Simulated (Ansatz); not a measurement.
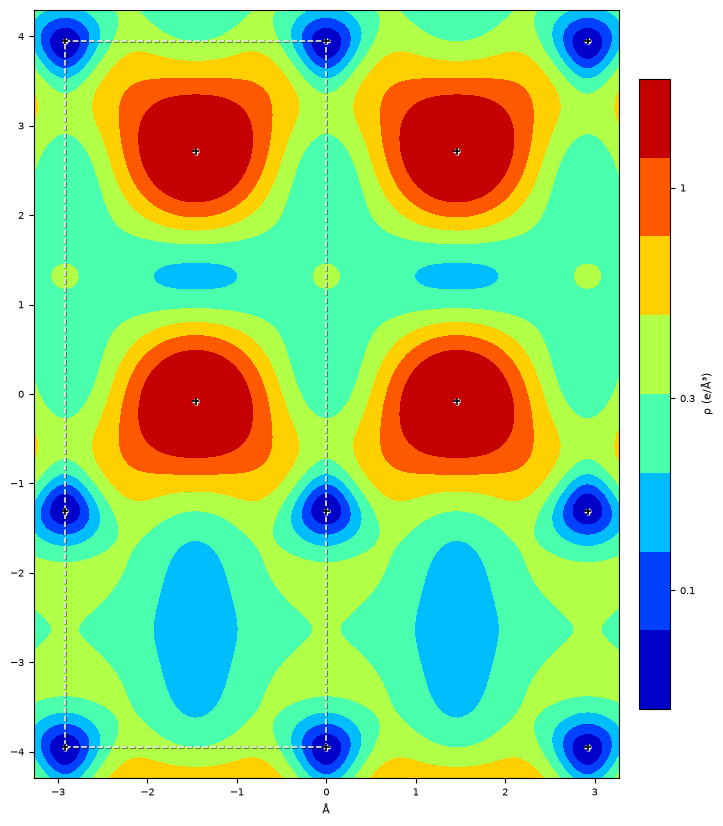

The valence pseudo-density on a plane through atoms (crosses mark nuclei in the plane).

These are results of DFT PBE, scalar-relativistic, plane waves, PAW (Ansatz), not measurements.

Candidates:
A. Si₂C₃, a = 5.58 Å, b = 5.58 Å, c = 2.92 Å, α = 90.00°, β = 90.00°, γ = 90.00°. Space group P4/mbm; a structure generated by program, which may or may not match a known phase.
B. Sc₂SiS, a = 4.67 Å, b = 4.67 Å, c = 4.72 Å, α = 90.00°, β = 90.00°, γ = 120.00°. Space group P6/mmm; a structure generated by program, which may or may not match a known phase.
C. Ru₂Rh, a = 2.68 Å, b = 2.68 Å, c = 6.16 Å, α = 90.00°, β = 90.00°, γ = 90.00°. Space group P4/mmm; a structure generated by program, which may or may not match a known phase; computed without spin polarisation.

**Which candidate gave the map?**

Candidate A: Si₂C₃ on the (110) plane of the conventional cell, which holds Si and C. Si–C (1.91 Å): ρ is about 0.82 e/Å³ halfway.
